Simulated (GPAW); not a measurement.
# TaO2 (P4_2/mnm): the O K absorption edge

Aim: the near-edge shape at the O K edge of TaO2 (P4_2/mnm), and what the core hole does to it.

Calculated with GPAW 26.7.0; X-ray absorption from dipole matrix elements to empty bands, plane-wave PAW LDA, without spin-orbit coupling.

## 1. The starting structure

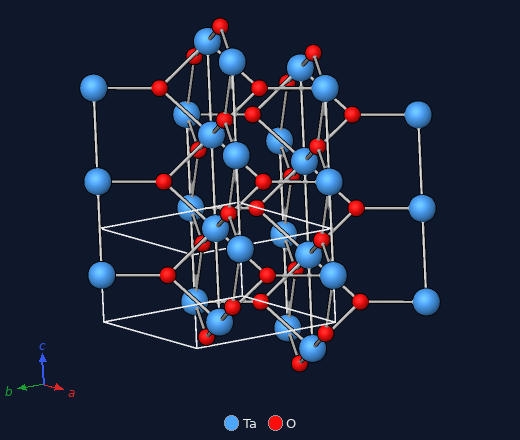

Start, viewed from a free direction; tantalum blue, oxygen red. 2×1×3 cells are drawn. Some periodic images of atoms are drawn too.

Structure file:

```xyz
6
Lattice="5.0071 0.0000 0.0000 0.0000 5.0071 0.0000 0.0000 0.0000 2.8761" Properties=species:S:1:pos:R:3 pbc="T T T"
Ta    2.5036    2.5036    0.0000
Ta    0.0000    0.0000    1.4381
O     3.9320    3.9320    0.0000
O     1.0752    1.0752    0.0000
O     1.4284    3.5787    1.4381
O     3.5787    1.4284    1.4381
```

## 2. The field without a hole

The ground state comes first: it tells whether the system has a gap, which decides how the excited electron is treated.

scf.py

```python
import numpy as np
from ase import Atoms
from ase.parallel import parprint, paropen
from gpaw import GPAW, PW, FermiDirac, Mixer, MixerDif, setup_paths
from gpaw.test import gen
setup_paths.insert(0, '.')
gen('O', name='nch1s', xcname='LDA', corehole=(1, 0, 0), write_xml=True)
from gpaw.mpi import world
world.barrier()

atoms = Atoms('Ta2O4',
    cell=[[5.007146, 0, 0],
     [0, 5.007146, 0],
     [0, 0, 2.876101]],
    scaled_positions=[[0.5, 0.5, 0],
     [0, 0, 0.5],
     [0.785276, 0.785276, 0],
     [0.214724, 0.214724, 0],
     [0.285276, 0.714724, 0.5],
     [0.714724, 0.285276, 0.5]],
    pbc=True)
atoms.calc = calc = GPAW(legacy_gpaw=True, mode=PW(500, force_complex_dtype=True), xc='LDA', setups={2: 'nch1s'},
    kpts={'size': (5, 5, 9), 'gamma': True}, occupations=FermiDirac(0.05),
    charge=0, mixer=Mixer(0.1, 5, 50), maxiter=150,
    convergence={'density': 0.0001, 'eigenstates': 1e-6}, txt='scf.txt')
energy = atoms.get_potential_energy() + calc.get_reference_energy()
ef = calc.get_fermi_level()
out = dict(energy=energy, fermi=ef, forces=atoms.get_forces().tolist())
parprint(f'all-electron energy {energy:.4f} eV, Fermi level {ef:.4f} eV')
ev = np.array([[calc.get_eigenvalues(k, s) for k in range(len(calc.get_ibz_k_points()))] for s in range(calc.get_number_of_spins())])
out['homo'], out['lumo'], out['counts'] = ev[ev < ef].max(), ev[ev > ef].min(), sorted(set((ev < ef).sum((0, 2)).tolist()))
out['filled'] = (ev[:, 0] < ef).sum(1).tolist()
import json
with paropen('out.json', 'w') as f:
    json.dump(out, f)
```

On the command line:

```sh
> OMP_NUM_THREADS=1 mpirun -n 4 gpaw python scf.py
```

Numbers of over 12 decimals in the logs are rounded to 6 here.

The program printed:

```text
Input parameters:
  convergence: {density: 0.0001,
                eigenstates: 1e-06}
  kpts: {gamma: True,
         size: (5, 5, 9)}
  maxiter: 150
  mixer: {backend: pulay,
          beta: 0.1,
          method: separate,
          nmaxold: 5,
          weight: 50}
  mode: {ecut: 500.0,
         force_complex_dtype: True,
         name: pw}
  occupations: {fixmagmom: False,
                name: fermi-dirac,
                width: 0.05}
  setups: {2: nch1s}

Initialize ...

[... PAW data sets ...]

Reference energy: -855956.271437  # eV

Spin-paired calculation

[... convergence settings ...]
Symmetries present (total): 4
  [... symmetry matrices ...]

225 k-points: 5 x 5 x 9 Monkhorst-Pack grid
45 k-points in the irreducible part of the Brillouin zone
       k-points in crystal coordinates                weights
   0:     0.00000000    0.00000000    0.00000000          1/225
   1:     0.00000000    0.00000000    0.11111111          2/225
   2:     0.00000000    0.00000000    0.22222222          2/225
   3:     0.00000000    0.00000000    0.33333333          2/225
   4:     0.00000000    0.00000000    0.44444444          2/225
   5:     0.20000000   -0.20000000    0.00000000          2/225
   6:     0.20000000   -0.20000000    0.11111111          4/225
   7:     0.20000000   -0.20000000    0.22222222          4/225
   8:     0.20000000   -0.20000000    0.33333333          4/225
   9:     0.20000000   -0.20000000    0.44444444          4/225
          ...
  44:     0.40000000    0.40000000    0.44444444          4/225

Wave functions: Plane wave expansion
  Cutoff energy: 500.000 eV
  Number of coefficients (min, max): 1815, 1851
  Pulay-stress correction: 0.000000 eV/Ang^3 (de/decut=0.000000)
  Using FFTW library
  Wavefunction extrapolation:
    Improved wavefunction reuse through dual PAW basis

Occupation numbers: Fermi-Dirac:
  width: 0.0500  # eV

Eigensolver
   Davidson(niter=2)

Densities:
  Coarse grid: 27*27*15 grid
  Fine grid: 54*54*30 grid
  Total Charge: 0.000000

Density mixing:
  Method: separate
  Backend: pulay
  Linear mixing parameter: 0.1
  old densities: 5
  Width of damping distribution: 1.1
  Damping of long wavelength oscillations: 50

[... Hamiltonian set-up ...]
Number of atoms: 6
Number of atomic orbitals: 42
Number of bands in calculation: 34
Number of valence electrons: 50
Bands to converge: occupied

... initialized

Initializing position-dependent things.

Density initialized from atomic densities
Creating initial wave functions:
  34 bands from LCAO basis set

Positions:
   0 Ta     2.503573    2.503573    0.000000    ( 0.0000,  0.0000,  0.0000)
   1 Ta     0.000000    0.000000    1.438050    ( 0.0000,  0.0000,  0.0000)
   2 O      3.931992    3.931992    0.000000    ( 0.0000,  0.0000,  0.0000)
   3 O      1.075154    1.075154    0.000000    ( 0.0000,  0.0000,  0.0000)
   4 O      1.428419    3.578727    1.438050    ( 0.0000,  0.0000,  0.0000)
   5 O      3.578727    1.428419    1.438050    ( 0.0000,  0.0000,  0.0000)

Unit cell:
           periodic     x           y           z      points  spacing
  1. axis:    yes    5.007146    0.000000    0.000000    27     0.1854
  2. axis:    yes    0.000000    5.007146    0.000000    27     0.1854
  3. axis:    yes    0.000000    0.000000    2.876101    15     0.1917

  Lengths:   5.007146   5.007146   2.876101
  Angles:   90.000000  90.000000  90.000000

Effective grid spacing dv^(1/3) = 0.1875

iter:   1   -66.152085
iter:   2   -62.894196   -0.91  -0.94
iter:   3   -60.192257   -0.40  -1.06
iter:   4   -60.331022   -1.78  -1.44
iter:   5   -60.093778   -1.68  -1.44
iter:   6   -60.124430   -1.98  -2.40
iter:   7   -60.096908   -2.25  -2.14
iter:   8   -60.089151   -3.11  -2.37
iter:   9   -60.088323c  -4.72  -2.86
iter:  10   -60.088323c  -3.81  -3.07
iter:  11   -60.088009c  -4.60  -3.18
iter:  12   -60.087993c  -6.36c -3.66
iter:  13   -60.087992c  -6.22c -3.99
iter:  14   -60.087992c  -7.94c -4.43c

Converged after 14 iterations.

Dipole moment: (0.000000, 0.000000, -0.000000) |e|*Ang

Energy contributions relative to reference atoms: (reference = -855956.271437)

Kinetic:        +24.285986
Potential:      -33.681346
External:        +0.000000
XC:             -50.451955
Entropy (-ST):   -0.023948
Local:           -0.228702
SIC:             +0.000000
--------------------------
Free energy:    -60.099966
Extrapolated:   -60.087992

Showing only first 2 kpts
 Kpt  Band  Eigenvalues  Occupancy
  0    23      5.72379    2.00000
  0    24      6.98693    2.00000
  0    25      7.36807    2.00000
  0    26      9.13623    0.00193

  1    23      5.66665    2.00000
  1    24      7.48192    2.00000
  1    25      7.81224    2.00000
  1    26      9.10740    0.00343

Fermi level: 8.78900

No gap
No difference between direct/indirect transitions

Forces in eV/Ang:
  0 Ta   -0.00000   -0.00000    0.00000
  1 Ta    0.00000    0.00000    0.00000
  2 O     0.29514    0.29514    0.00000
  3 O    -0.29514   -0.29514    0.00000
  4 O     0.30592   -0.30592    0.00000
  5 O    -0.30592    0.30592    0.00000
Scalar-relativistic atomic LDA calculation for O (Oxygen, Z=8)
Core hole in 1s state (1s occupation: 2.0)
300 radial gridpoints.
|------------------------------------------------|
|------------------------------------------------|
[... the atom generator's iteration count ...]

Energy contributions:
-------------------------
Kinetic:      +74.266897
XC:            -7.772280
Potential:   -141.018865
-------------------------
Total:        -74.524248

state      eigenvalue         ekin         rmax
-----------------------------------------------
1s^2.0 :   -18.772897    28.821965        0.130
2s^2.0 :    -0.872866     3.204810        0.874
2p^4.0 :    -0.337925     2.553337        0.813
-----------------------------------------------
(units: Bohr and Hartree)

Generating PAW setup
Kinetic energy of the core from tauc = 57.689706
Cutoffs:
rc(s)=1.300
rc(p)=1.130
rc(d)=1.170
rc(vbar)=1.300
rc(comp)=1.260
rc(nct)=1.300

Kinetic energy of the core states: 57.643930
Charge: 0.0
Core electrons: 2.0
Valence electrons: 6.0
Pseudo-core charge: 0.000776
Shape function alpha=6.299
Pseudo-electron charge 5.666261
state    eigenvalue         norm
--------------------------------
2s(2) :    -0.872866     1.079797
*s    :     0.127134
2p(4) :    -0.337925     0.876472
*p    :     0.662075
*d    :     0.000000
--------------------------------

Diagonalizing with gridspacing h=0.050

state   all-electron     PAW
-------------------------------
2s:      -0.872866    -0.873954
2p:      -0.337925    -0.341740
*d:                    0.050276
*f:                    0.077289
-------------------------------
all-electron energy -856016.3594 eV, Fermi level 8.7890 eV
```

Wall time 15 s (4 MPI ranks of Intel Xeon Platinum 8488C (Sapphire Rapids), shared host); peak memory 0.21 GiB; 59 s of CPU time.

The mesh shows no gap, so the system is treated as a metal and the core electron is put at the Fermi level (neutral cell).

## 3. Spectrum without a core hole, O atom 3

This cheap baseline ignores the attraction of the hole: it shows the absorber's empty states as they are in the ground state. The data set with a hole of occupation 0 only carries the core orbital.

The absorber has 1 Ta at 2.02 Å and 2 Ta at 2.09 Å (distorted trigonal planar, site symmetry m2m).

xas.py

```python
import numpy as np
from ase import Atoms
from ase.parallel import parprint, paropen
from gpaw import GPAW, PW, FermiDirac, Mixer, MixerDif, setup_paths
from gpaw.test import gen
setup_paths.insert(0, '.')
gen('O', name='nch1s', xcname='LDA', corehole=(1, 0, 0), write_xml=True)
from gpaw.mpi import world
world.barrier()

atoms = Atoms('Ta2O4',
    cell=[[5.007146, 0, 0],
     [0, 5.007146, 0],
     [0, 0, 2.876101]],
    scaled_positions=[[0.5, 0.5, 0],
     [0, 0, 0.5],
     [0.785276, 0.785276, 0],
     [0.214724, 0.214724, 0],
     [0.285276, 0.714724, 0.5],
     [0.714724, 0.285276, 0.5]],
    pbc=True)
atoms.calc = calc = GPAW(legacy_gpaw=True, mode=PW(500, force_complex_dtype=True), xc='LDA', setups={2: 'nch1s'},
    kpts={'size': (7, 7, 12), 'gamma': True}, occupations=FermiDirac(0.1),
    charge=0, mixer=Mixer(0.1, 5, 50), maxiter=150,
    convergence={'density': 0.0001, 'eigenstates': 1e-6}, txt='scf.txt')
energy = atoms.get_potential_energy() + calc.get_reference_energy()
ef = calc.get_fermi_level()
out = dict(energy=energy, fermi=ef, forces=atoms.get_forces().tolist())
parprint(f'all-electron energy {energy:.4f} eV, Fermi level {ef:.4f} eV')
ev = np.array([[calc.get_eigenvalues(k, s) for k in range(len(calc.get_ibz_k_points()))] for s in range(calc.get_number_of_spins())])
out['homo'], out['lumo'], out['counts'] = ev[ev < ef].max(), ev[ev > ef].min(), sorted(set((ev < ef).sum((0, 2)).tolist()))
out['filled'] = (ev[:, 0] < ef).sum(1).tolist()

from ase.units import Ha
from gpaw.xas import dipole_matrix_elements
nb = int(calc.get_number_of_electrons() / 2) + 56
top, nb = nb, nb + 8 + nb // 12
nscf = calc.fixed_density(kpts={'size': (6, 6, 10), 'gamma': True}, nbands=nb,
    convergence={'bands': top, 'eigenstates': 5e-3}, maxiter=60, txt='nscf.txt')
cell = atoms.cell.array
ops = [cell.T @ U.T @ np.linalg.inv(cell.T) for U in nscf.wfs.kd.symmetry.op_scc]
E = np.arange(-25, 34, 0.1)
fwhm = np.interp(E, [4, 25], [0.9, 3.5])
Y, X, zero, highest = 0, 0, 1e9, 1e9
for spin in range(nscf.get_number_of_spins()):
    wfs = nscf.wfs
    mine = wfs.bd.get_slice()  # this rank's bands
    A = dipole_matrix_elements(wfs.setups[2])
    eps = np.zeros((wfs.kd.nibzkpts, nb))
    d = np.zeros((3, A.shape[1], wfs.kd.nibzkpts, nb), complex)
    for kpt in wfs.kpt_u:
        if kpt.s == spin and 2 in kpt.P_ani:
            eps[kpt.k, mine] = kpt.eps_n * Ha
            d[:, :, kpt.k, mine] = (kpt.weight * wfs.nspins / 2) ** 0.5 * np.inner(A, kpt.P_ani[2])
    world.sum(eps)
    world.sum(d)
    T = np.einsum('amkn,bmkn->abkn', d, d.conj()).real
    T = sum(np.einsum('ai,ijkn,bj->abkn', R, T, R) for R in ops) / len(ops)
    empty = eps > ef
    zero, highest = min(zero, eps[empty].min()), min(highest, eps[:, top - 1].min())
    lines = [(eps, T, empty)] if spin == 0 else lines + [(eps, T, empty)]
for eps, T, empty in lines:
    f = np.einsum('aakn->akn', T).reshape(3, -1)
    x = eps.ravel() - zero
    w = np.interp(x, E, fwhm) / 2.35482
    g = np.exp(-0.5 * ((E[:, None] - x) / w) ** 2) / (w * (2 * np.pi) ** 0.5)
    Y = Y + (f * empty.ravel()) @ g.T
    X = X + (f * ~empty.ravel()) @ g.T
out.update(E=E.round(2).tolist(), xas=Y.tolist(), xes=X.tolist(), zero=zero, valid=highest - zero, nk=len(eps), nb=nb)
for i in range(0, len(E), 10):
    parprint(f'{E[i]:7.2f}', *(f'{v:10.3e}' for v in Y[:, i]))
import json
with paropen('out.json', 'w') as f:
    json.dump(out, f)
```

On the command line:

```sh
> OMP_NUM_THREADS=1 mpirun -n 4 gpaw python xas.py
```

The program printed:

```text
Input parameters:
  convergence: {density: 0.0001,
                eigenstates: 1e-06}
  kpts: {gamma: True,
         size: (7, 7, 12)}
  maxiter: 150
  mixer: {backend: pulay,
          beta: 0.1,
          method: separate,
          nmaxold: 5,
          weight: 50}
  mode: {ecut: 500.0,
         force_complex_dtype: True,
         name: pw}
  occupations: {fixmagmom: False,
                name: fermi-dirac,
[...]
*p    :     0.662075
*d    :     0.000000
--------------------------------

Diagonalizing with gridspacing h=0.050

state   all-electron     PAW
-------------------------------
2s:      -0.872866    -0.873954
2p:      -0.337925    -0.341740
*d:                    0.050276
*f:                    0.077289
-------------------------------
all-electron energy -856016.3673 eV, Fermi level 8.7185 eV
[...]
32.00  1.007e-04  1.007e-04  9.810e-05
  33.00  1.171e-04  1.171e-04  1.095e-04
[key lines of the parts left out:]
Converged after 13 iterations.
Dipole moment: (0.000000, 0.000000, -0.000000) |e|*Ang
Free energy:    -60.135068
Fermi level: 8.71854
```

It took 54 s on 4 MPI ranks; peak memory 0.38 GiB; 3.6 min of CPU time.

The O K spectrum, O atom 3, no core hole (energy from the lowest empty level; intensity scaled to a mean of 1 over the first 20 eV; polarised curves are means over the symmetry-equivalent atoms):

| E (eV) | isotropic | ε ⊥ c | ε ∥ c |
| --- | --- | --- | --- |
| -2.0 | 0.00 | 0.00 | 0.00 |
| -0.5 | 0.09 | 0.08 | 0.09 |
| 1.0 | 0.82 | 0.87 | 0.73 |
| 2.5 | 1.25 | 1.63 | 0.48 |
| 4.0 | 0.53 | 0.37 | 0.85 |
| 5.5 | 1.52 | 0.82 | 2.91 |
| 7.0 | 1.48 | 1.54 | 1.35 |
| 8.5 | 1.60 | 1.89 | 1.02 |
| 10.0 | 1.36 | 1.68 | 0.72 |
| 11.5 | 1.52 | 1.51 | 1.55 |
| 13.0 | 1.05 | 0.78 | 1.60 |
| 14.5 | 0.61 | 0.56 | 0.70 |
| 16.0 | 0.36 | 0.36 | 0.37 |
| 17.5 | 0.35 | 0.36 | 0.33 |
| 19.0 | 0.54 | 0.55 | 0.54 |
| 20.5 | 0.67 | 0.65 | 0.71 |
| 22.0 | 0.56 | 0.58 | 0.52 |
| 23.5 | 0.44 | 0.51 | 0.29 |
| 25.0 | 0.40 | 0.47 | 0.28 |
| 26.5 | 0.45 | 0.47 | 0.42 |
| 28.0 | 0.61 | 0.60 | 0.64 |
| 29.5 | 0.76 | 0.73 | 0.83 |
| 31.0 | 0.93 | 0.90 | 0.97 |

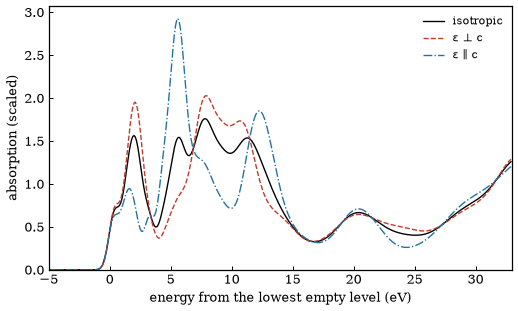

The O K edge, O atom 3, no core hole: main maxima at 2.0, 5.7 and 7.8 eV.

Main maxima below 24 eV (height): 2.0 eV (1.56), 5.7 eV (1.54), 7.8 eV (1.76), 11.3 eV (1.54) and 20.4 eV (0.67). A K edge sees empty p states; the first features are O p mixed into the empty d states of the Ta neighbours, and the broad ones above probably into the cations' higher empty bands.

The same matrix elements for filled bands give the O K emission of O atom 3 (ground-state approximation; energy from the lowest empty level, largest value 1):

| E (eV) | emission |
| --- | --- |
| -24.0 | 0.00 |
| -22.5 | 0.00 |
| -21.0 | 0.00 |
| -19.5 | 0.00 |
| -18.0 | 0.00 |
| -16.5 | 0.00 |
| -15.0 | 0.00 |
| -13.5 | 0.00 |
| -12.0 | 0.00 |
| -10.5 | 0.00 |
| -9.0 | 0.08 |
| -7.5 | 0.59 |
| -6.0 | 0.70 |
| -4.5 | 1.00 |
| -3.0 | 0.12 |
| -1.5 | 0.02 |
| 0.0 | 0.03 |
| 1.5 | 0.00 |
| 3.0 | 0.00 |

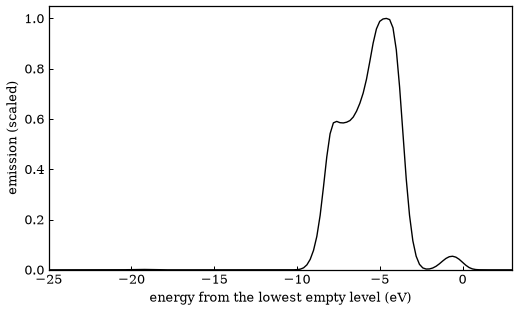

X-ray emission from the filled bands.

Emission maxima: -4.6 eV (1.00).

## 4. Supercell without a hole, the energy reference

The photon energy needs a difference of total energies, so the cell and mesh of the coming hole run are first run without a hole.

Edit scf.py of step 2 so:

```diff
@@ -10,15 +10,21 @@
 
-atoms = Atoms('Ta2O4',
-    cell=[[5.007146, 0, 0],
-     [0, 5.007146, 0],
-     [0, 0, 2.876101]],
-    scaled_positions=[[0.5, 0.5, 0],
-     [0, 0, 0.5],
-     [0.785276, 0.785276, 0],
-     [0.214724, 0.214724, 0],
-     [0.285276, 0.714724, 0.5],
-     [0.714724, 0.285276, 0.5]],
+atoms = Atoms('Ta4O8',
+    cell=[[0, 0, 5.752202],
+     [5.007146, 0, 2.876101],
+     [0, 5.007146, 2.876101]],
+    scaled_positions=[[0.5, 0.5, 0.5],
+     [0, 0.5, 0.5],
+     [0.25, 0, 0],
+     [0.75, 0, 0],
+     [0.214724, 0.785276, 0.785276],
+     [0.714724, 0.785276, 0.785276],
+     [0.785276, 0.214724, 0.214724],
+     [0.285276, 0.214724, 0.214724],
+     [0.75, 0.285276, 0.714724],
+     [0.25, 0.285276, 0.714724],
+     [0.75, 0.714724, 0.285276],
+     [0.25, 0.714724, 0.285276]],
     pbc=True)
-atoms.calc = calc = GPAW(legacy_gpaw=True, mode=PW(500, force_complex_dtype=True), xc='LDA', setups={2: 'nch1s'},
-    kpts={'size': (5, 5, 9), 'gamma': True}, occupations=FermiDirac(0.05),
+atoms.calc = calc = GPAW(legacy_gpaw=True, mode=PW(500, force_complex_dtype=True), xc='LDA', setups={4: 'nch1s'},
+    kpts={'size': (5, 5, 5), 'gamma': True}, occupations=FermiDirac(0.1),
     charge=0, mixer=Mixer(0.1, 5, 50), maxiter=150,
```

On the command line:

```sh
> OMP_NUM_THREADS=1 mpirun -n 4 gpaw python scf.py
```

The program printed:

```text
Input parameters:
  convergence: {density: 0.0001,
                eigenstates: 1e-06}
  kpts: {gamma: True,
         size: (5, 5, 5)}
  maxiter: 150
  mixer: {backend: pulay,
          beta: 0.1,
          method: separate,
          nmaxold: 5,
          weight: 50}
  mode: {ecut: 500.0,
         force_complex_dtype: True,
         name: pw}
  occupations: {fixmagmom: False,
                name: fermi-dirac,
[...]
2s(2) :    -0.872866     1.079797
*s    :     0.127134
2p(4) :    -0.337925     0.876472
*p    :     0.662075
*d    :     0.000000
--------------------------------

Diagonalizing with gridspacing h=0.050

state   all-electron     PAW
-------------------------------
2s:      -0.872866    -0.873954
2p:      -0.337925    -0.341740
*d:                    0.050276
*f:                    0.077289
-------------------------------
all-electron energy -1712032.6897 eV, Fermi level 8.7395 eV
[key lines of the parts left out:]
Converged after 14 iterations.
Dipole moment: (0.000000, 0.000000, -0.000000) |e|*Ang
Free energy:   -120.237667
Fermi level: 8.73954
```

It took 36 s on 4 MPI ranks; peak memory 0.28 GiB; 2.4 min of CPU time.

Reference energy: -1712032.690 eV with the cores included.

(Continued in part 2 of 3.)

[Banner, clock and machine lines of the logs are left out without a mark of their own.]

[Logs are printed without paths, hosts, clocks, repeated set-up lines and the standing remarks that a program may print on its own settings, such as how far it seeks lower states.]

[Hosts, paths, dates, database ids (printed as entryN), source tags and the programs' standing remarks are cut or masked in the printed files.]

[Lists of maxima count a maximum above −3 eV only where it reaches 4 % of the highest in the window and stands out from its surroundings by 2 % of it (1.5 % where it reaches 55 %); shoulders and weaker maxima are passed over, and of the rest the first, up to two pre-edge ones and the few strongest are named.]
